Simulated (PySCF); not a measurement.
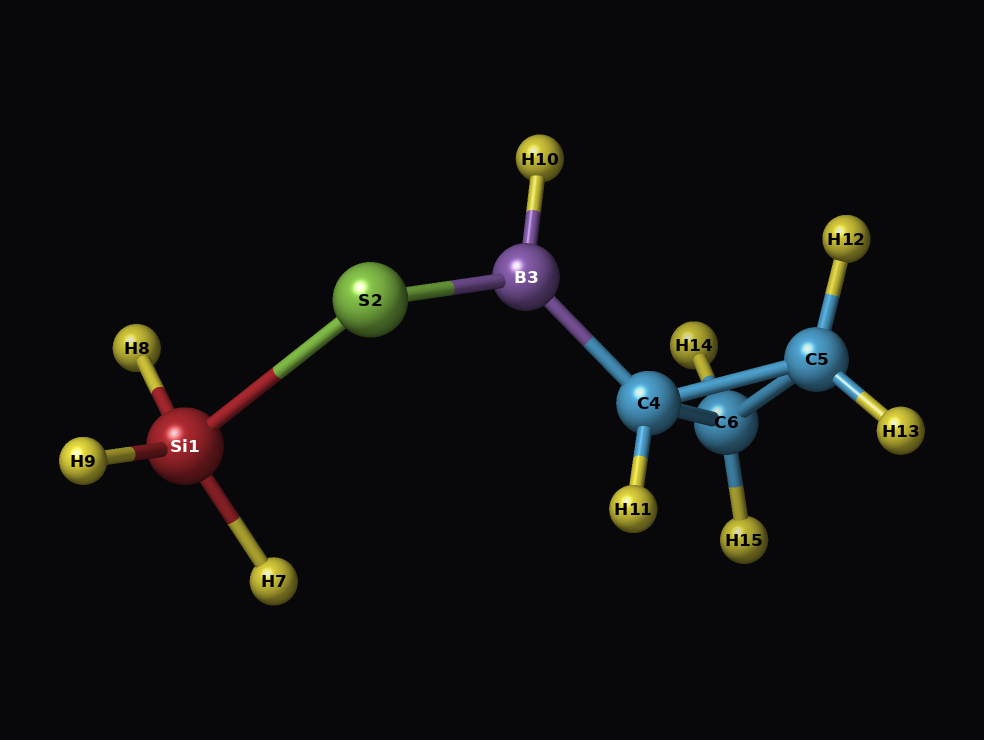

State: charge +1, doublet. Computed geometry: GFN2-xTB optimisation. No frequency run is at hand to confirm it as a minimum. Computed with UKS B3LYP, pcH-1 on B C H S Si, non-relativistic (PySCF 2.14.0). The run warned: orbitally degenerate or nearly so: second-order g, spin-orbit hyperfine and D do not apply. Fermi-contact and spin-dipolar terms alone, no spin-orbit part.

**Which nucleus has the largest dipolar (anisotropic) hyperfine coupling?**

33S at S2: principal values −77.0, −74.8, 151.9 MHz.

List the isotropic and dipolar parts for the most strongly coupled nuclei, one of each equivalent set.

| atom | isotope | a_iso (MHz) | dipolar part (MHz) |
| --- | --- | --- | --- |
| S2 | 33S | 27.8 | −77.0, −74.8, 151.9 |
| C4 | 13C | 47.9 | −10.5, −9.9, 20.3 |
| B3 | 11B | −29.6 | −7.8, −2.0, 9.7 |
| C6 | 13C | 0.5 | −4.9, −4.6, 9.5 |
| H10 | 1H | 149.1 | −4.8, −2.5, 7.3 |
| H11 | 1H | −4.7 | −6.2, 0.6, 5.5 |
| H9 | 1H | −2.2 | −2.4, −2.0, 4.3 |
| H8 | 1H | 46.6 | −2.4, −1.3, 3.7 |

The geometry is semi-empirical. Around B, Si such bond lengths and angles can be off by a tenth of an ångström or more and by several degrees, and values that hang on the shape move with them.
